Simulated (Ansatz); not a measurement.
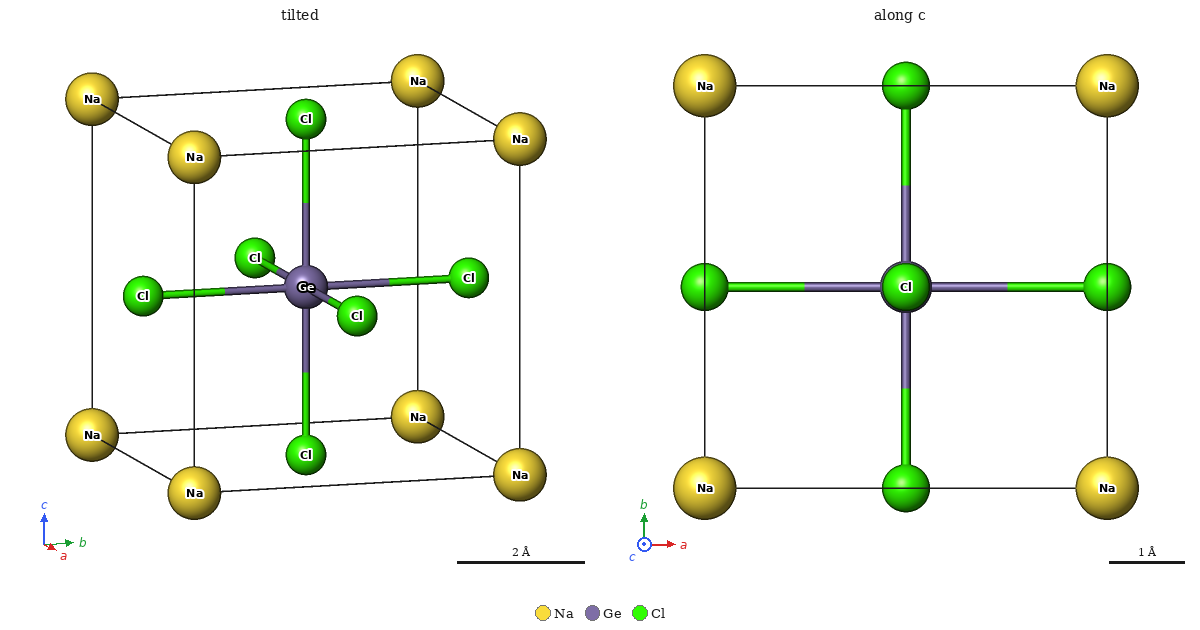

This ball-and-stick model is shown slightly off an axis and along the c axis. One conventional unit cell is framed, with atoms on its boundary repeated.

NaGeCl₃, cubic perovskite, space group Pm-3m (No. 221), a = 5.399 Å, b = 5.399 Å, c = 5.399 Å, α = 90.00°, β = 90.00°, γ = 90.00°. Origin of the cell: a structure type filled with these elements by a generator (whether the compound takes this form wasn't checked). The cell was then strained or its atoms displaced on purpose. Ansatz was used for an electronic-structure calculation on it.

This one geometry was computed with Ansatz (DFT, plane waves, PAW) at three levels of theory: r2SCAN, HSE06 and PBE. It was relaxed with r2SCAN and then strained.

Question: How does the band gap change with the level of theory?

Answer: PBE: a gap of 1.25 eV, direct; r2SCAN: a gap of 1.40 eV, direct; HSE06: a gap of 1.86 eV, direct.

Question: Collect the results in a table.

Answer:
| level | cutoff (eV) | k-mesh of the run's cell | gap (eV) | pressure (GPa) |
| --- | --- | --- | --- | --- |
| r2SCAN | 500 | 6×6×6 | 1.40 | -2.8 |
| HSE06 | 420 | 4×4×4 | 1.86 | -2.4 |
| PBE | 420 | 6×6×6 | 1.25 | -2.1 |

Gaps are taken on the k-mesh or band path of each run.
